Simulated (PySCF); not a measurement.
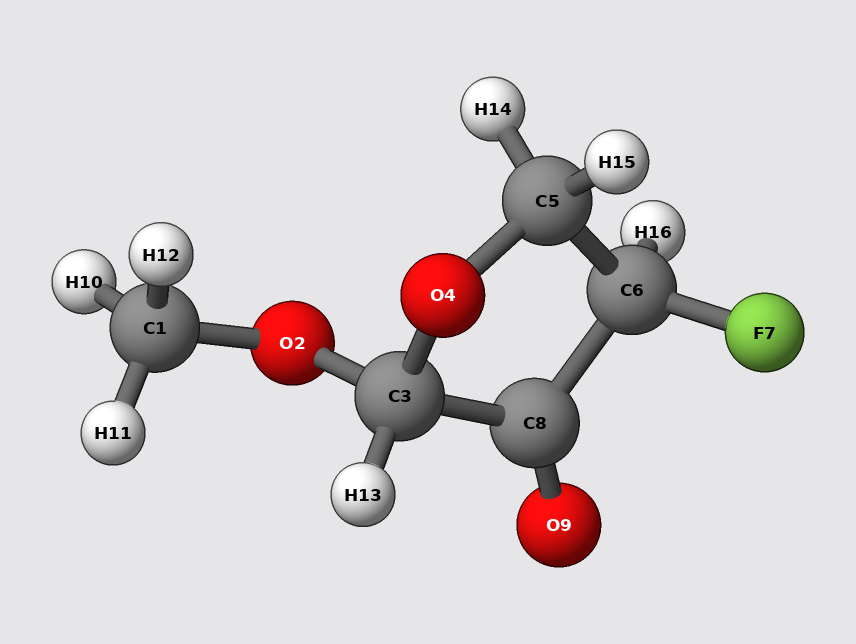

The geometry was computed by an optimisation with GFN2-xTB. No frequency run is at hand to confirm it as a minimum. Properties computed with GIAO PBE0/pcSseg-1 NMR shielding, non-relativistic, gas phase (PySCF 2.14.0). Principal shieldings σ11 ≤ σ22 ≤ σ33, span Ω = σ33 − σ11, skew κ = 3(σiso − σ22)/Ω.

Give the shielding tensors of the F atoms.

```
atom    σ11    σ22    σ33   σiso     Ω      κ
  F7  343.2  405.5  423.7  390.8  80.5  −0.55
```

Shieldings and span in ppm.
